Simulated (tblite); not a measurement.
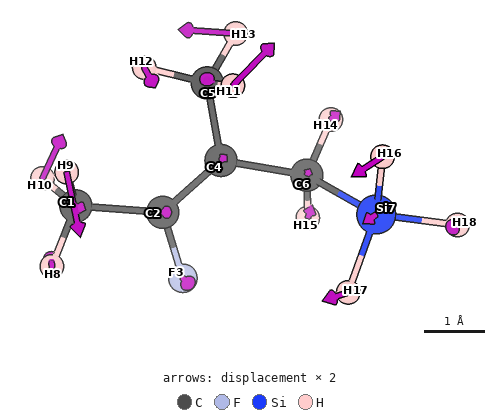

A relaxation of C5H11FSi. The starting structure is drawn; purple arrows show the displacements, 2 times their true length. The two geometries are superimposed by the best rigid fit.

A ball-and-stick model, seen at a tilt.

Theory: GFN2-xTB geometry optimisation, gas phase in tblite. 

> What happened in the run?

Over 168 geometry steps the energy falls by 3.36 kcal/mol. H11 moves most after the best rigid fit: 0.68 Å. Largest moves by element: H 0.68 Å, F 0.24 Å, C 0.19 Å, Si 0.16 Å. Among the contacts that change: C6–Si7 1.871 → 1.911 Å, Si7–H16 1.498 → 1.467 Å, Si7–H17 1.490 → 1.460 Å, C2–F3 1.341 → 1.369 Å. Bond angles that change, for instance: C4–C6–Si7 116.3° → 111.1°, C1–C2–F3 115.6° → 112.6°, C1–C2–C4 126.3° → 129.0°. Groups turn about C1–C2 by about 40°, C4–C5 by about 25°.
